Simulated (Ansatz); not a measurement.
# PH3 (phosphine): levels of theory compared

Wanted: a comparison of 6 runs (BLYP/6-31G, UB3LYP/6-31G, r2SCAN0/3-21G, revPBE/6-31G, CCSD/6-31G, CCSD(T)/6-31G) of PH3 (phosphine). 

The calculation is run with Ansatz 0.2.0.

60 further runs of the same task are left out: 2 that didn't finish, 58 set aside as unsound or not needed.

## Step 1: Starting point

PH3: 4 atoms, total charge 0, spin state singlet. SMILES: `P`. The H4–P1 distance was set to 3.549 Å, away from the relaxed value. At this shape a bond of the SMILES string is far longer than usual.

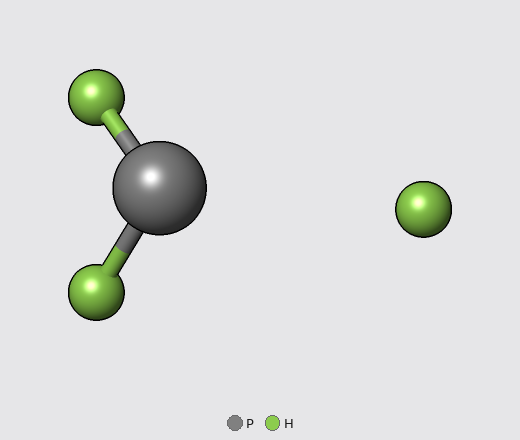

The structure, seen from a chosen angle (phosphorus grey, hydrogen green).

## Step 2: The energy at BLYP/6-31G (run 1)

The input, in.yaml:

```yaml
crystal:
  periodic: [false, false, false]
  atoms:
    - {symbol: P, position_ang: [0.821940, -2.351457, 0.123340]}
    - {symbol: H, position_ang: [1.106840, -2.058957, 1.483140]}
    - {symbol: H, position_ang: [-0.529560, -2.687957, 0.398940]}
    - {symbol: H, position_ang: [0.028700, 1.023500, -0.636900]}
basis:
  gaussian:
    orbitals: 6-31G
hamiltonian:
  xc: {name: BLYP}
accuracy: high
```

Command:

```
$ ansatz run in.yaml --threads 1 --pin off --max-ram 2610MiB --events-out events.jsonl --progress --plain --runs-dir runs
```

The program printed:

```text
Warning: RAYON_NUM_THREADS=1 ignored (pool sized by the plan → 1); use --threads N
Functional definition: BLYP
  name "BLYP"
  parameter beta = 0.0042
  parameter a = 0.04918
  parameter b = 0.132
  parameter c = 0.2533
  parameter d = 0.349
  exchange = b88_x(beta = beta)
  correlation = lyp_c(a = a, b = b, c = c, d = d)
395 factors; integrals over basis functions are off by at most 5.3e-9 eV
mean field evaluation 1: about -9330.8789 eV, gradient 1.0e1 eV
mean field evaluation 2: about -9323.2368 eV, gradient 2.7e1 eV
mean field evaluation 4: about -9322.3210 eV, gradient 2.1e1 eV
mean field evaluation 8: about -9331.3428 eV, gradient 1.1e-5 eV
mean field -9331.34276538 eV, -342.9205216166 hartree, gradient 3.0e-8 eV, S^2 0.000000; 0 other end points of the search recorded, 0 dependent functions left out
reference -9331.34280855 eV, -342.9205232029 hartree; 9, 9 occupied and 10, 10 virtual orbitals, 395 factors
Total energy: -9331.34280855 eV, -342.9205232029 hartree
```

It took 0.74 s on 1 thread of Arm Neoverse V1, shared host.

## Step 3: The energy at UB3LYP/6-31G (run 2)

The input, in.yaml:

```yaml
basis:
  gaussian: {orbitals: 6-31G}
crystal:
  periodic: [false, false, false]
  atoms:
    - symbol: P
      position_ang: [0.821940, -2.351457, 0.123340]
    - symbol: H
      position_ang: [1.106840, -2.058957, 1.483140]
    - symbol: H
      position_ang: [-0.529560, -2.687957, 0.398940]
    - symbol: H
      position_ang: [0.028700, 1.023500, -0.636900]
hamiltonian: {xc: {name: B3LYP}}
accuracy: high
magnetization: {spin_polarized: true}
```

Command:

```
$ ansatz run in.yaml --threads 1 --pin off --max-ram 2610MiB --events-out events.jsonl --progress --plain --runs-dir runs
```

The program printed:

```text
Warning: RAYON_NUM_THREADS=1 ignored (pool sized by the plan → 1); use --threads N
Functional definition: B3LYP
  name "B3LYP"
  parameter a0 = 0.2
  parameter ax = 0.72
  parameter ac = 0.81
  exchange = (1 - a0 - ax)*slater_x + ax*b88_x + a0*exact_x
  correlation = (1 - ac)*vwn_rpa_c + ac*lyp_c
395 factors; integrals over basis functions are off by at most 5.3e-9 eV
mean field evaluation 1: about -9330.7987 eV, gradient 9.0e0 eV
mean field evaluation 2: about -9324.2575 eV, gradient 2.0e1 eV
mean field evaluation 4: about -9330.8672 eV, gradient 7.7e0 eV
mean field evaluation 8: about -9330.8628 eV, gradient 7.7e0 eV
mean field evaluation 16: about -9332.3270 eV, gradient 2.0e0 eV
mean field evaluation 32: about -9332.9257 eV, gradient 3.6e-2 eV
mean field -9332.92576595 eV, -342.9786958142 hartree, gradient 3.0e-8 eV, S^2 0.965777; 2 other end points of the search recorded, 0 dependent functions left out
reference -9332.92579872 eV, -342.9786970186 hartree; 9, 9 occupied and 10, 10 virtual orbitals, 395 factors
Total energy: -9332.92579872 eV, -342.9786970186 hartree
```

Wall time 2.3 s (1 thread of Arm Neoverse V1, shared host); peak memory 0.11 GiB.

Runs 3 to 5 aren't shown in full; the table further down has their settings and results.

## Step 4: The energy at CCSD(T)/6-31G (run 6)

in.yaml: that of step 3 with these lines changed.

```diff
@@ -1,3 +1 @@
-basis:
-  gaussian: {orbitals: 6-31G}
 crystal:
@@ -13,4 +11,6 @@
       position_ang: [0.028700, 1.023500, -0.636900]
-hamiltonian: {xc: {name: B3LYP}}
+basis:
+  gaussian: {orbitals: 6-31G}
+correlation: {method: ccsd_t, frozen_orbitals: {H: 0, P: 5}}
 accuracy: high
-magnetization: {spin_polarized: true}
+scf: {omitted_lower_state_checks: [cluster_reference, increment]}
```

Command:

```
$ ansatz run in.yaml --threads 1 --pin off --max-ram 2610MiB --events-out events.jsonl --progress --plain --runs-dir runs
```

The program printed:

```text
Warning: RAYON_NUM_THREADS=1 ignored (pool sized by the plan → 1); use --threads N
[... 11 lines left out ...]
5 core orbitals not correlated: weight in the atoms' cores, before any rotation towards them, 1.000 or more for the frozen orbitals, at most 0.000 for the correlated occupied ones
[... 32 lines left out ...]
WARN: these amplitudes may be one of several solutions (largest doubles amplitude 0.79, level shift 7.04 eV)
Total energy: -9316.60344705 eV, -342.3788616583 hartree
Checks for a lower state left out: cluster_reference, increment
```

Run time: 0.2 s. Hardware: 1 thread of Arm Neoverse V1, shared host.

## Step 5: All runs side by side

```tsv
run	level	frozen core orbitals	energy (Eh)	wall time
1	BLYP/6-31G	–	-342.920523	0.74 s
2	UB3LYP/6-31G	–	-342.978697	2.3 s
3	r2SCAN0/3-21G	–	-341.132676	1.7 s
4	revPBE/6-31G	–	-342.863293	0.74 s
5	CCSD/6-31G	5	-342.371555	0.2 s
6	CCSD(T)/6-31G	5	-342.378862	0.2 s
```

## Step 6: Results

| quantity | value |
| --- | --- |
| run 6: total energy | -342.37886 Eh |
| run 6: correlation energy (5 core orbitals frozen) | -201.6 mEh |
| run 6: (T) correction | -7.31 mEh |
| run 6: T1 diagnostic | 0.053 |

**Reading.** Totals of different functionals can't be ranked against each other. In runs 5, 6 the T1 diagnostic is large, so a single reference may not serve. In runs 5, 6 the log says that unrestricted orbitals would lower the reference, so the values rest on an unstable closed-shell determinant (other closed-shell runs at this shape may share the fault). In runs 1, 3, 4, 5, 6 a closed-shell determinant meets a far-stretched bond, which it describes badly. Spin contamination of the reference: run 2 ⟨S²⟩ = 0.97. Where it is this large, the reference is a mixture of spin states, and values that rest on it are in doubt. All runs together took 5.9 s, the longest 2.3 s.
